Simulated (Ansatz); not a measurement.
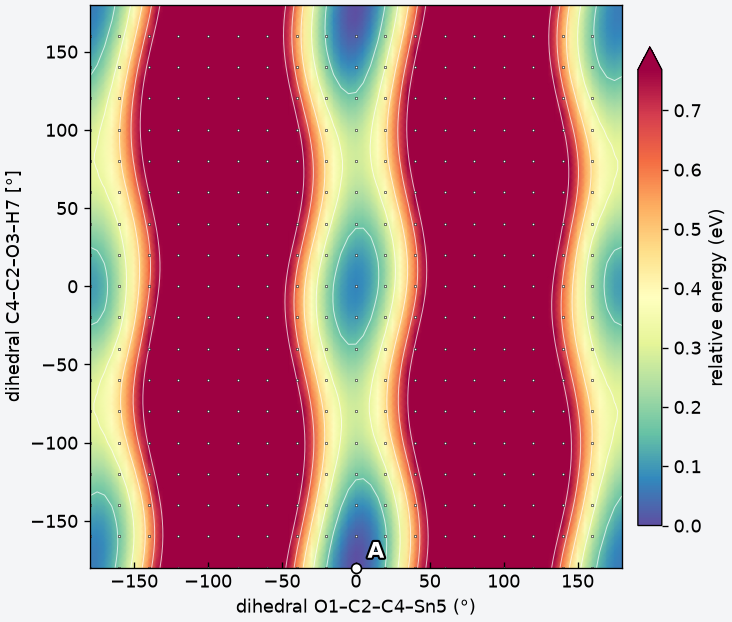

C₂H₆O₂Sn, SMILES OC(O)=[CH][SnH3]. 
- First axis: dihedral O1–C2–C4–Sn5. Second axis: dihedral C4–C2–O3–H7.
- Nothing is relaxed (all other coordinates rigid).
- The scan uses an 18 × 18 grid.
- All energies are given in eV relative to the lowest grid point.
- The dihedral twists a double bond; near 90° a spin-restricted reference is unreliable.
- These are results of Ansatz, RKS B3LYP-D4/def2-SVP, not measurements.

Drawn: a smooth colour map with a few white contour lines, dots at the grid points, one colour for all values above the top of the scale, the well A. Between grid points the surface is interpolated.

**Where is the minimum, and how stiff is the well along each coordinate? Take the well at A.**

The interpolated minimum is at dihedral O1–C2–C4–Sn5 ≈ 0°, dihedral C4–C2–O3–H7 ≈ −180°. The curvatures there are about 2.8 eV/rad² and 0.39 eV/rad², with a cross term of about −0.36 eV/rad². Round the minimum the valley is somewhat tilted: raising dihedral O1–C2–C4–Sn5 shifts the best value of dihedral C4–C2–O3–H7 upwards (coupling k₁₂/√(k₁₁k₂₂) about −0.3).
